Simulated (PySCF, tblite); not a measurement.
# C₅H₉FOSi: geometry, infrared bands and NMR shifts

Wanted: the infrared bands and NMR shifts of C₅H₉FOSi (`FCOC1=CCC[SiH2]1`), by calculation.

Computed with tblite 0.8.0 and PySCF 2.14.0, with density-fitted response routines of our own, on a single molecule in the gas phase. Atoms count from 0, in the outputs and in this text.

## 1. The starting structure

17 atoms, charge 0, multiplicity 1; geometry from: force field or distance geometry start.

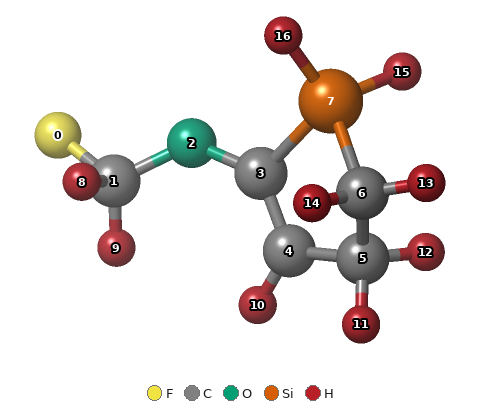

The starting geometry (fluorine yellow, carbon grey, oxygen teal, silicon orange, hydrogen red), atoms numbered.

## 2. Relaxing the molecule with GFN2-xTB

Job settings and geometry (Å):

```
{"job": {"kind": "relax", "xc": "GFN2-xTB", "basis": "xTB"}, "charge": 0, "multiplicity": 1}
F      3.982500    -1.135600     0.092800
C      2.843400    -0.326000    -0.013600
O      1.667000    -0.997400     0.178600
C      0.366800    -0.466700     0.130000
C     -0.150500     0.437500    -0.659400
C     -1.534300     0.740800    -0.424900
C     -1.894900     0.636100     1.037800
Si    -0.981600    -1.001600     1.313200
H      2.952000     0.421200     0.825000
H      2.882700     0.271400    -0.926300
H      0.468800     0.903400    -1.453600
H     -1.701200     1.794900    -0.784600
H     -2.271500     0.106900    -0.965300
H     -2.979700     0.514800     1.194500
H     -1.431300     1.407300     1.664500
H     -1.725200    -2.124700     0.764200
H     -0.500000    -1.170500     2.666700
```

Started as:

```bash
> OMP_NUM_THREADS=1 python probes_run.py task.json out
```

This one command runs all jobs of the session in turn.

Output:

```text
step      E/eV     max force
  0    -700.89448    3.731
  1    -701.22249    1.309
  2    -701.32359    0.836
  3    -701.41960    0.670
  4    -701.44925    0.461
  5    -701.47053    0.373
  6    -701.48473    0.308
  7    -701.50013    0.248
  8    -701.51396    0.309
  9    -701.52718    0.290
 10    -701.53751    0.305
 11    -701.54565    0.185
 12    -701.55236    0.209
 13    -701.55821    0.221
 14    -701.56393    0.209
 15    -701.57041    0.183
 16    -701.57784    0.199
 17    -701.58579    0.198
 18    -701.59369    0.213
 19    -701.60146    0.223
 20    -701.60926    0.193
 21    -701.61646    0.201
 22    -701.62230    0.181
 23    -701.62699    0.165
 24    -701.63167    0.186
 25    -701.63687    0.171
 26    -701.64175    0.150
 27    -701.64559    0.157
 28    -701.64926    0.198
 29    -701.65406    0.181
 30    -701.65956    0.172
 31    -701.66463    0.175
 32    -701.66933    0.204
 33    -701.67500    0.255
 34    -701.68253    0.212
 35    -701.69145    0.224
 36    -701.69989    0.199
 37    -701.70627    0.263
 38    -701.70903    0.426
 39    -701.71835    0.307
 40    -701.72643    0.195
 41    -701.73519    0.159
 42    -701.74043    0.221
 43    -701.74530    0.211
 44    -701.74932    0.167
 45    -701.75349    0.141
 46    -701.75714    0.115
 47    -701.75971    0.107
 48    -701.76108    0.083
 49    -701.76327    0.088
 50    -701.76510    0.093
 51    -701.76713    0.102
 52    -701.76916    0.128
 53    -701.77132    0.130
 54    -701.77295    0.087
 55    -701.77383    0.053
 56    -701.77423    0.047
 57    -701.77448    0.040
 58    -701.77469    0.031
 59    -701.77489    0.027
 60    -701.77497    0.031
 61    -701.77508    0.026
 62    -701.77515    0.017
 63    -701.77522    0.017
 64    -701.77527    0.017
 65    -701.77533    0.018
 66    -701.77538    0.015
 67    -701.77543    0.013
 68    -701.77545    0.010
 69    -701.77546    0.008
```

Wall time 0.85 s (1 thread of Arm Neoverse N1, shared host); peak memory 0.18 GiB.

Relaxation path: (not every step is listed)

```tsv
step	energy from step 0 (eV)	largest force (eV/Å)
0	0.0000	3.7305
1	-0.3280	1.3089
2	-0.4291	0.8364
3	-0.5251	0.6701
4	-0.5548	0.4612
5	-0.5761	0.3728
6	-0.5902	0.3083
7	-0.6056	0.2475
8	-0.6195	0.3088
13	-0.6637	0.2205
18	-0.6992	0.2130
23	-0.7325	0.1654
28	-0.7548	0.1982
33	-0.7805	0.2547
38	-0.8145	0.4256
43	-0.8508	0.2109
48	-0.8666	0.0833
53	-0.8768	0.1295
58	-0.8802	0.0306
63	-0.8807	0.0172
64	-0.8808	0.0172
65	-0.8809	0.0185
66	-0.8809	0.0152
67	-0.8809	0.0135
68	-0.8810	0.0102
69	-0.8810	0.0077
```

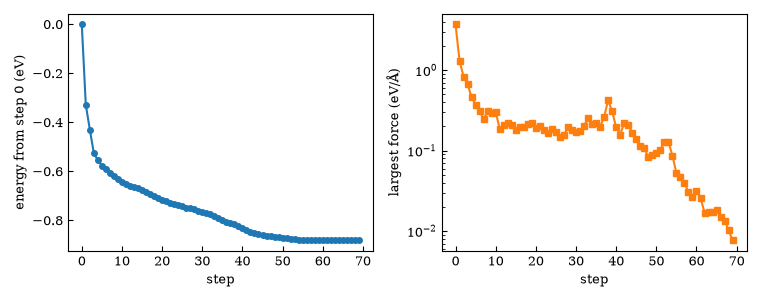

Energy and force, step by step.

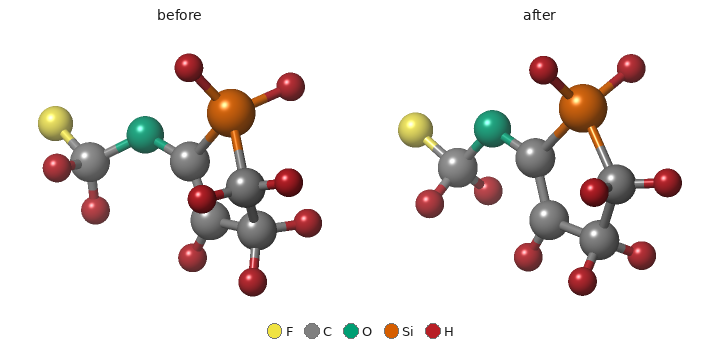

Before and after, at one scale.

Distances of close pairs at the start and the end, largest changes first:

```tsv
bond	before (Å)	after (Å)	change (Å)
C4–C5	1.436	1.500	+0.064
F0–C1	1.402	1.355	-0.047
O2–C3	1.405	1.369	-0.036
C5–H11	1.126	1.093	-0.033
C5–C6	1.510	1.539	+0.029
C4–H10	1.110	1.081	-0.029
C3–C4	1.307	1.332	+0.025
C1–H8	1.128	1.103	-0.025
```

The next job starts from the end point, and lists it.

## 3. Vibrational analysis with GFN2-xTB

Job settings and geometry (Å):

```
{"job": {"kind": "ir", "xc": "GFN2-xTB", "basis": "xTB"}, "charge": 0, "multiplicity": 1}
F      3.862371    -1.045504     0.061791
C      2.710341    -0.411869    -0.263859
O      1.708204    -0.949020     0.525586
C      0.464469    -0.386821     0.418960
C      0.082227     0.604576    -0.384440
C     -1.356383     1.025153    -0.326962
C     -2.066922     0.376083     0.874107
Si    -0.943688    -1.038104     1.493114
H      2.859234     0.663646    -0.067010
H      2.532121    -0.587354    -1.338891
H      0.719293     1.114247    -1.093711
H     -1.420644     2.115295    -0.276143
H     -1.844185     0.726511    -1.259996
H     -3.065750     0.049950     0.593935
H     -2.199746     1.119018     1.660087
H     -1.388360    -2.376488     1.095818
H     -0.659580    -0.987289     2.927167
```

Output:

```text
mode    cm-1     km/mol
  1      39.7      0.49
  2      65.3      0.19
  3     129.1     15.06
  4     143.8      3.39
  5     233.6      0.13
  6     295.9      3.52
  7     363.3      5.42
  8     369.1      3.92
  9     449.3     16.91
 10     480.4     33.86
 11     533.0     27.02
 12     616.9     50.42
 13     637.2    129.31
 14     710.8     78.34
 15     743.8     11.32
 16     786.1    173.39
 17     790.8    107.61
 18     793.1     68.45
 19     920.8     11.49
 20     967.3      4.26
 21    1063.4    159.73
 22    1072.0     40.56
 23    1080.5    109.01
 24    1113.7     20.81
 25    1128.4      4.79
 26    1167.8    143.76
 27    1200.2     90.87
 28    1214.2      0.79
 29    1240.6      8.61
 30    1275.5      3.39
 31    1313.9      7.17
 32    1331.7     15.38
 33    1456.0      2.33
 34    1472.7      1.41
 35    1493.6      3.85
 36    1667.2     65.75
 37    2242.2    369.11
 38    2265.4    249.50
 39    2838.0     50.53
 40    2863.1     33.97
 41    2927.1     28.69
 42    2960.2     46.98
 43    2993.3     43.88
 44    3022.0     26.08
 45    3059.2     75.36
```

Wall time 1 s (1 thread of Arm Neoverse N1, shared host); peak memory 0.18 GiB.

Which atoms move in the most intense modes:

```tsv
cm⁻¹	km/mol	atoms
637	129.3	H15 42 %, H16 36 %
786	173.4	H15 27 %, H16 22 %, C6 16 %, Si7 14 %
791	107.6	H10 28 %, H16 17 %, H15 16 %
1063	159.7	C1 50 %, O2 29 %
1080	109.0	C1 49 %, F0 29 %
1168	143.8	H13 19 %, C3 18 %, O2 17 %
2242	369.1	H15 92 %
2265	249.5	H16 92 %
```

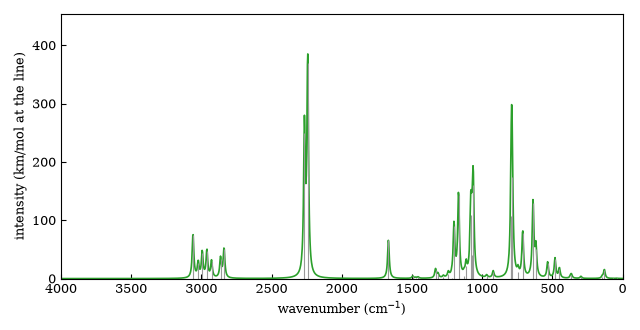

The infrared spectrum from these modes, unscaled. Lines are broadened to a width of 14 cm⁻¹ (Lorentzian).

## 4. Shielding tensors: PBE0/pcSseg-1

Same as in step 3 but for these lines:

```diff
@@ -1,2 +1,2 @@
-{"job": {"kind": "ir", "xc": "GFN2-xTB", "basis": "xTB"}, "charge": 0, "multiplicity": 1}
+{"job": {"kind": "nmr", "xc": "PBE0", "basis": "pcSseg-1"}, "charge": 0, "multiplicity": 1}
 F      3.862371    -1.045504     0.061791
```

Method: GIAO PBE0/pcSseg-1 NMR shielding, non-relativistic, gas phase.

Output:

```text
coarse grid: 14808 points
cycle   1  E = -659.7369869501  dE =  1.089e+00  |g| = 6.912e-01  |ddm| = 3.705e+00
cycle   2  E = -659.6785818802  dE =  5.841e-02  |g| = 9.191e-01  |ddm| = 1.079e+00
cycle   3  E = -659.8263435513  dE = -1.478e-01  |g| = 6.587e-02  |ddm| = 6.239e-01
cycle   4  E = -659.8266614292  dE = -3.179e-04  |g| = 4.594e-02  |ddm| = 7.485e-02
cycle   5  E = -659.8271420235  dE = -4.806e-04  |g| = 1.089e-02  |ddm| = 4.946e-02
cycle   6  E = -659.8271645265  dE = -2.250e-05  |g| = 4.656e-03  |ddm| = 1.251e-02
cycle   7  E = -659.8271693874  dE = -4.861e-06  |g| = 4.568e-04  |ddm| = 4.316e-03
final grid: 139128 points
cycle   8  E = -659.8917257999  dE = -3.749e-05  |g| = 1.186e-02  |ddm| = 3.352e-02
cycle   9  E = -659.8916887314  dE =  3.707e-05  |g| = 1.824e-02  |ddm| = 2.039e-02
cycle  10  E = -659.8917530099  dE = -6.428e-05  |g| = 1.982e-03  |ddm| = 1.392e-02
cycle  11  E = -659.8917539197  dE = -9.098e-07  |g| = 4.426e-04  |ddm| = 2.135e-03
cycle  12  E = -659.8917539578  dE = -3.812e-08  |g| = 1.429e-04  |ddm| = 4.032e-04
cycle  13  E = -659.8917539619  dE = -4.067e-09  |g| = 3.173e-05  |ddm| = 1.215e-04
cycle  14  E = -659.8917539621  dE = -2.128e-10  |g| = 1.227e-05  |ddm| = 3.873e-05
converged SCF energy = -659.8917539621

GIAO shielding tensors (ppm)
atom      isotropic    diamagn.    paramagn.     s11        s22        s33       span
  0 F      362.814     465.302    -102.488    286.653    353.902    447.888    161.235
  1 C       80.312     241.919    -161.607     59.099     75.045    106.791     47.692
  2 O      185.533     397.761    -212.228     98.878    219.641    238.080    139.202
  3 C       23.809     256.491    -232.682    -66.941     51.815     86.553    153.495
  4 C       64.261     260.042    -195.781    -25.290     68.244    149.830    175.120
  5 C      153.801     247.072     -93.270    134.361    153.645    173.397     39.036
  6 C      182.216     252.207     -69.991    166.535    178.231    201.882     35.347
  7 Si     385.636     880.401    -494.765    341.194    376.013    439.700     98.506
  8 H       26.004      28.886      -2.881     21.820     27.712     28.482      6.662
  9 H       25.969      29.014      -3.044     21.838     27.340     28.731      6.893
 10 H       26.565      34.472      -7.907     23.718     25.979     29.996      6.278
 11 H       29.016      30.179      -1.163     23.791     27.756     35.502     11.711
 12 H       29.018      30.475      -1.457     24.153     27.699     35.203     11.050
 13 H       30.739      29.182       1.557     25.953     28.052     38.211     12.258
 14 H       30.604      29.808       0.796     25.447     28.148     38.216     12.769
 15 H       26.949      28.897      -1.948     23.802     24.806     32.240      8.438
 16 H       27.032      28.814      -1.782     23.850     24.826     32.420      8.571
```

It took 55 s on 1 thread of Arm Neoverse N1, shared host; peak memory 0.84 GiB.

The references, computed at this level on geometries of the same kind, shield at (ppm): 1H TMS 31.72, 13C TMS 186.9, 29Si TMS 349.2, 19F CFCl3 170.9, 17O H2O 336.1. Their shielding less the atom's gives the shift. The references are single molecules in the gas phase, so shifts against H2O, NH3, PH3, H3PO4 or CFCl3 are not on the usual liquid scales and can be off by tens of ppm. Atoms listed in one row are averaged.

```tsv
atoms	environment	σ (ppm)	δ (ppm)	δ scaled to CDCl3
C3	alkene carbon bearing oxygen	23.8	163.1	157.3
C4	β carbon of an enol-ether or enamine type C=C	64.3	122.7	117.8
C1	sp3 CH2 bonded to F and O	80.3	106.6	102.1
C5	allylic sp3 CH2	153.8	33.1	30.4
C6	sp3 CH2 bonded to Si	182.2	4.7	2.7
H8, H9	hydrogen on an sp3 CH2 bonded to F and O	25.99	5.73	5.51
H10	hydrogen on a β carbon of an enol-ether or enamine type C=C	26.56	5.15	4.96
H15, H16	hydrogen on a silicon bonded to 2 C, in a 5-membered ring	26.99	4.73	–
H11, H12	hydrogen on an allylic sp3 CH2	29.02	2.70	2.65
H13, H14	hydrogen on an sp3 CH2 bonded to Si	30.67	1.05	1.09
F0	fluorine on an sp3 carbon	362.8	-191.9	–
O2	ether oxygen	185.5	150.5	–
Si7	silicon bonded to 2 C, 2 H, in a 5-membered ring	385.6	-36.5	–
```

The scaled column applies a straight-line fit of computed shieldings to shifts measured in CDCl3, and one for carbons that bear F (root-mean-square error 0.16 ppm for H, 1.9 ppm for C).

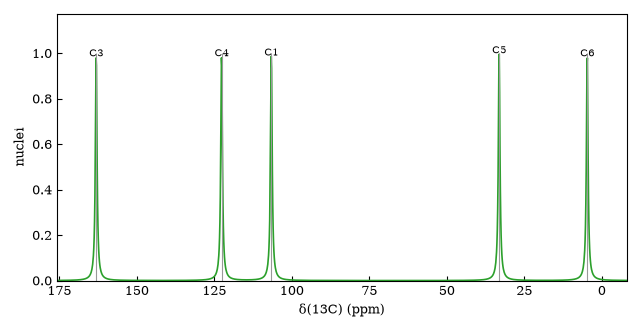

13C lines at the computed shifts, without couplings. Lines are broadened to a width of 0.63 ppm (Lorentzian).

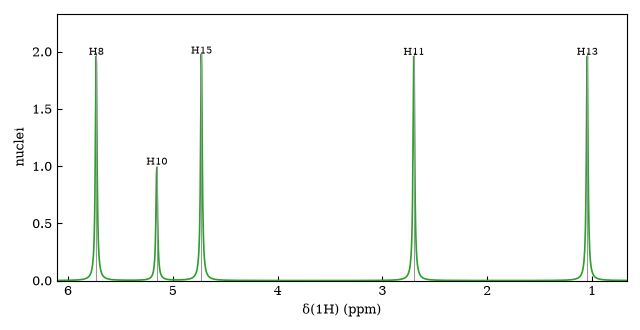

1H lines at the computed shifts, without couplings. Lines are broadened to a width of 0.02 ppm (Lorentzian).

Charges from the same density, by scheme (e):

```tsv
atoms	Mulliken	IAO	Hirshfeld	ESP fit
F0	-0.31	-0.30	-0.11	-0.25
C1	0.39	0.24	0.09	0.35
O2	-0.47	-0.33	-0.12	-0.26
C3	-0.05	-0.09	-0.03	-0.05
C4	-0.27	-0.23	-0.08	-0.21
C5	-0.15	-0.25	-0.07	0.02
C6	-0.55	-0.55	-0.16	-0.33
Si7	0.72	0.76	0.34	0.46
```

Hirshfeld charges:

F0 -0.11; C1 0.09; O2 -0.12; C3 -0.03; C4 -0.08; C5 -0.07; C6 -0.16; Si7 0.34; H8 0.04; H9 0.04; H10 0.04; H11 0.04; H12 0.04; H13 0.04; H14 0.04; H15 -0.08; H16 -0.07

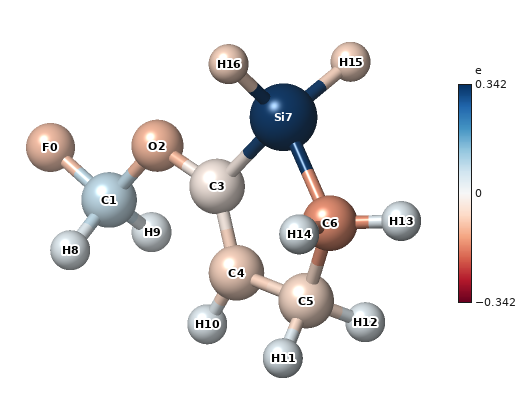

Hirshfeld charges, as colours on the atoms.

Mayer bond orders: F0–C1 0.96, C1–O2 0.94, O2–C3 0.97, C3–C4 1.76, C4–C5 1.05, C5–C6 1.01, C6–Si7 0.92, Si7–C3 0.87.

Ring of atoms C3, C4, C5, C6, Si7: NICS(0) -4.1, NICS(1) -3.1, NICS(1)zz -1.5 ppm (means of both faces).

## 5. Results

| quantity | value |
| --- | --- |
| strongest single infrared mode (GFN2-xTB) | 2242 cm⁻¹, 369 km/mol |
| zero-point energy (GFN2-xTB) | 79.4 kcal/mol |
| 13C shifts against TMS (PBE0/pcSseg-1) | 163.1, 122.7, 106.6, 33.1, 4.7 ppm |
| 1H shifts against TMS (PBE0/pcSseg-1, means over atoms taken as alike) | 5.73, 5.15, 4.73, 2.70, 1.05 ppm |
| 19F shifts against CFCl3 (PBE0/pcSseg-1) | -191.9 ppm |
| 17O shifts against H2O (PBE0/pcSseg-1) | 150.5 ppm |
| 29Si shifts against TMS (PBE0/pcSseg-1) | -36.5 ppm |

What this shows: The optimisation took 69 steps and gained 0.881 eV; among the close pairs (by a distance rule), C4–C5 changed most, from 1.436 to 1.500 Å. All 45 modes are real, so the xTB geometry is a minimum. The strongest single mode, at 2242 cm⁻¹, moves mainly H15. GFN2-xTB is a fitted tight-binding method: band positions and strengths are rough. Its intensities can rank the bands wrongly. C3 (alkene carbon bearing oxygen) lies farthest downfield among carbon, at 163.1 ppm; an sp2 carbon further deshielded by the attached heteroatom. The most deshielded hydrogen is H8, H9 (mean) (hydrogen on an sp3 CH2 bonded to F and O), at 5.73 ppm: its carbon carries F and O, which withdraws density. At PBE0/pcSseg-1: The largest span, 175 ppm, is at C4, where the paramagnetic term is -196 ppm.
